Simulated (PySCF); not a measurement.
## Electronic structure of C$_{2}$H$_{11}$N$_{4}$Ta (SMILES CC[N]=[Ta]([NH2])([NH2])[NH2]) in real space

The calculation's input:

```
{"job": {"kind": "uv", "xc": "PBE0", "basis": "def2-SVPD", "ip": false, "nstates": 10}, "charge": 0, "multiplicity": 1}
Ta    -0.096532     0.324198    -1.164928
N     -0.130919     0.321966     0.605622
C     -0.135505     0.268569     2.025077
C      0.315743    -1.082252     2.565669
H      0.520508     1.062133     2.432077
H     -1.150306     0.493939     2.405675
H      0.297250    -1.093563     3.666897
H     -0.342785    -1.885026     2.200080
H      1.339733    -1.310221     2.232904
N      1.833247     0.308164    -1.709442
H      2.162377     0.293638    -2.672234
H      2.637647     0.306465    -1.090393
N     -1.026708     1.993849    -1.771362
H     -1.436246     2.707259    -1.176490
H     -1.145075     2.273148    -2.742598
N     -1.047162    -1.331098    -1.781274
H     -1.453200    -2.050956    -1.192064
H     -1.198377    -1.583292    -2.755467
```

Launched as:

```sh
OMP_NUM_THREADS=1 python probes_run.py task.json out
```

Geometry: PBE0-D3(BJ)/def2-SVP; core potentials replace the inner electrons of Ta.

Method: PBE0/def2-SVPD, SCF density, gas phase, scalar-relativistic core potentials on the heavy atoms in PySCF.

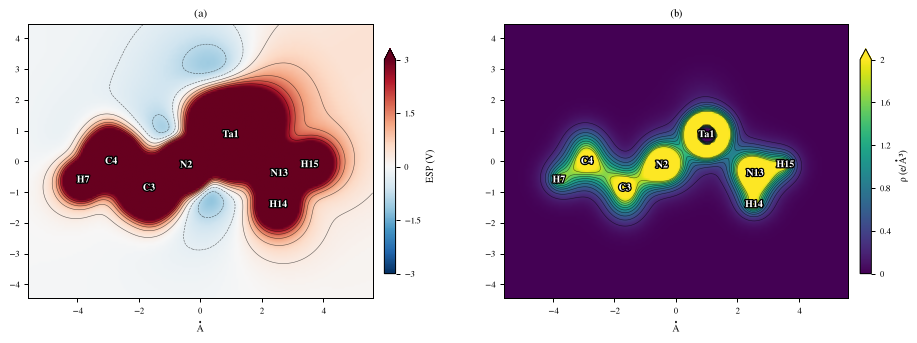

Figure 1. (a) electrostatic potential; (b) electron density on the plane of atoms H14, N13 and H15.

Question: What do the fields say about this system?

Answer:
- The plane passes through Ta, N, C and H nuclei.
- C–N (1.42 Å): the density is about 2 e/Å³ at the midpoint.
- C–C (1.52 Å): the density is about 1.7 e/Å³ at the midpoint.
- Ta–N (1.77 Å): the density is about 1.4 e/Å³ at the midpoint.
- N–H (1.02 Å): ρ at the midpoint is about 2.8 e/Å³.
- Ta–N (2.01 Å): ρ is about 0.88 e/Å³ halfway.
- Outside the dense part of the molecule the potential is most negative (−1.2 V) near N2.

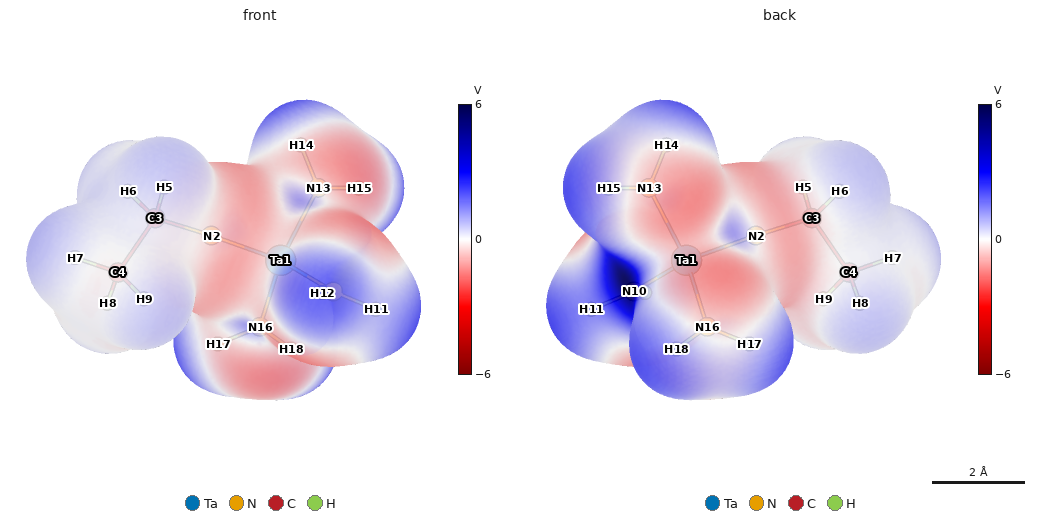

Figure 2. The molecular electrostatic potential painted on the density surface at 0.004 e/bohr³, seen from the front and from behind; the colour scale runs from red (negative) to blue (positive).

Question: Where is the surface potential most negative and most positive?

Answer: The most negative region (about −1.4 V) lies over N10, N13 and N16, the most positive (about +5.0 V) over Ta1.

Question: What dipole moment does the calculation give?

Answer: Its dipole moment is 1.47 D.
